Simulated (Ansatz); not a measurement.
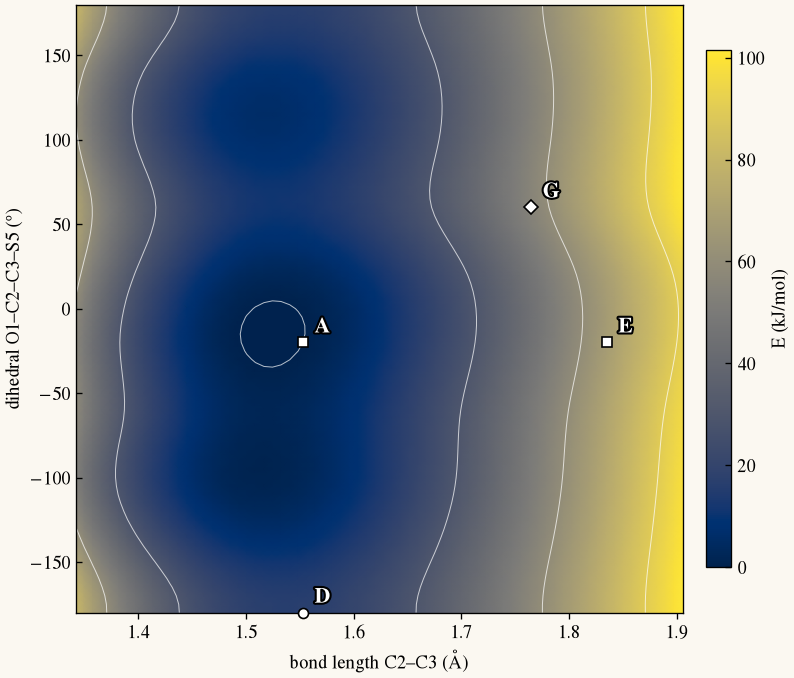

C2H3FOS, SMILES O=CC(F)S. 
- Coordinates scanned: (1) bond length C2–C3; (2) dihedral O1–C2–C3–S5.
- Nothing is relaxed (all other coordinates rigid).
- The grid has 9 × 9 points.
- All energies are given in kJ/mol relative to the lowest grid point.
- Theory: RKS PBE0-D4/def2-TZVP in Ansatz.

Drawn: a smooth colour map with a few white contour lines, lettered points. Between grid points the surface is interpolated.

Is G the lowest point of the computed grid?

No. G lies 55 kJ/mol above the lowest grid point, which is at bond length C2–C3 = 1.553 Å, dihedral O1–C2–C3–S5 = −20°.

What kind of point is each of A, D, E, G: minimum, saddle, maximum or slope?

A: minimum; D: saddle point; E: on a slope; G: on a slope. (In these two coordinates alone; a stationary point may lie a little off the grid point.)

Rank the lettered points by energy, lowest first.

A (0 kJ/mol), D (17 kJ/mol), G (55 kJ/mol), E (68 kJ/mol).
